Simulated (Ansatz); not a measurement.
# H₂O (triplet): from Hartree-Fock to the top rungs at distance H1–H2 along a hydrogen transfer = 0.888 Å, cc-pVTZ

Aim: climb from Hartree-Fock through coupled cluster and multireference methods for H₂O (triplet) at one geometry and basis, and see what each rung misses.

Computed with Ansatz 0.2.0, Gaussian basis. Level: cc-pVTZ, core rule «outside noble gas», up to 1 orbitals frozen.

The runs, in order: UHF; CCSD(T) on ROHF; CCSD(T) on UHF; BCCD(T) on ROHF; CISD; CCSDT(Q) on ROHF; CCSDT(Q) on UHF; CASSCF and NEVPT2, 4 electrons in 4 orbitals; CASSCF and MRCISD+Q, 8 electrons in 6 orbitals; CASSCF and NEVPT2, 8 electrons in 6 orbitals.

11 further runs of the same task are left out: 1 for a mislabelled method, 9 that didn't finish, 1 set aside as unsound or not needed.

### 1 What is computed

The geometry derives from fragments relaxed apart (PBE0/def2-TZVP) and kept rigid, so it is no stationary point. A hydrogen atom is moved between rigid fragments.

3 atoms, charge 0, spin multiplicity 3.

Atoms are counted from 1 here; the program's logs count them from 0.

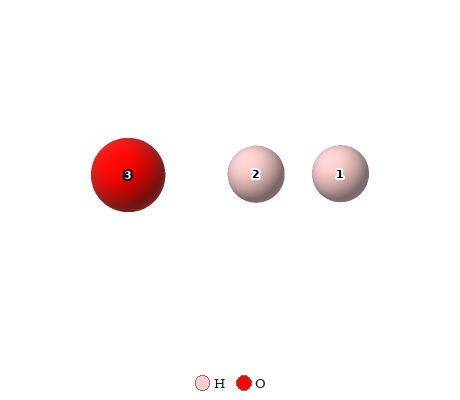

The structure; hydrogen pink, oxygen red; atoms are numbered from 1 in the order of the file.

### 2 UHF

in.yaml reads:

```yaml
crystal:
  periodic: [false, false, false]
  atoms:
    - {symbol: H, position_ang: [0.000000, 0.000000, -1.041333]}
    - {symbol: H, position_ang: [0.000000, 0.000000, -0.153333]}
    - {symbol: O, position_ang: [0.000000, 0.000000, 1.194667]}
basis:
  gaussian: {orbitals: cc-pVTZ}
magnetization: {spin_polarized: true, initial_magnetization: 2}
hamiltonian: {xc: hf}
output: {orbitals: {seedname: orbitals}}
```

Launch:

```sh
> ansatz run in.yaml --threads 1 --pin off --events-out ev --progress --plain --max-ram 2393MiB
```

After this run come: CCSD(T) on ROHF; CCSD(T) on UHF; BCCD(T) on ROHF; CISD; CCSDT(Q) on ROHF; CCSDT(Q) on UHF; CASSCF and NEVPT2, 4 electrons in 4 orbitals; CASSCF and MRCISD+Q, 8 electrons in 6 orbitals; CASSCF and NEVPT2, 8 electrons in 6 orbitals.

Q: Predict the results of all the runs planned. Wanted: UCCSDT(Q) below the RHF energy; RMP2 from UCCSDT(Q); UMP2 from UCCSDT(Q); RCCSD from UCCSDT(Q); RCCSD(T) from UCCSDT(Q); UCCSD(T) from UCCSDT(Q); RCCSDT(Q) from UCCSDT(Q); NEVPT2 pair from UCCSDT(Q); NEVPT2 valence from UCCSDT(Q).

**Answer**, as computed:

| quantity | value |
| --- | --- |
| UCCSDT(Q) below the RHF energy | -6.3943 eV |
| RMP2 from UCCSDT(Q) | +919.2 meV |
| UMP2 from UCCSDT(Q) | +866.5 meV |
| RCCSD from UCCSDT(Q) | +161.8 meV |
| RCCSD(T) from UCCSDT(Q) | +22.6 meV |
| UCCSD(T) from UCCSDT(Q) | +19.9 meV |
| RCCSDT(Q) from UCCSDT(Q) | +2.4 meV |
| NEVPT2 pair from UCCSDT(Q) | +692.2 meV |
| NEVPT2 valence from UCCSDT(Q) | +982.1 meV |
| MRCISD+Q valence from UCCSDT(Q) | +73.4 meV |
| levels within 1 kcal/mol (43 meV) | RCCSD(T), UCCSD(T), BCCD(T), RCCSDT, UCCSDT, RCCSDT(Q) |
| T1 diagnostic | 0.046 |
| effectively unpaired electrons | 2.01 |

**Reading.** RCCSD(T) lands +22.6 meV from the yardstick (0.4 % of the correlation energy). The occupations are near whole numbers, but T1 = 0.046 shows that the orbitals relax strongly. Of the multireference levels listed MRCISD+Q valence comes nearest in total energy (+73.4 meV), which doesn't show that its space is the better one. These misses are within one basis, not against nature; the frozen cores of restricted and unrestricted runs differ, which can shift their rows.
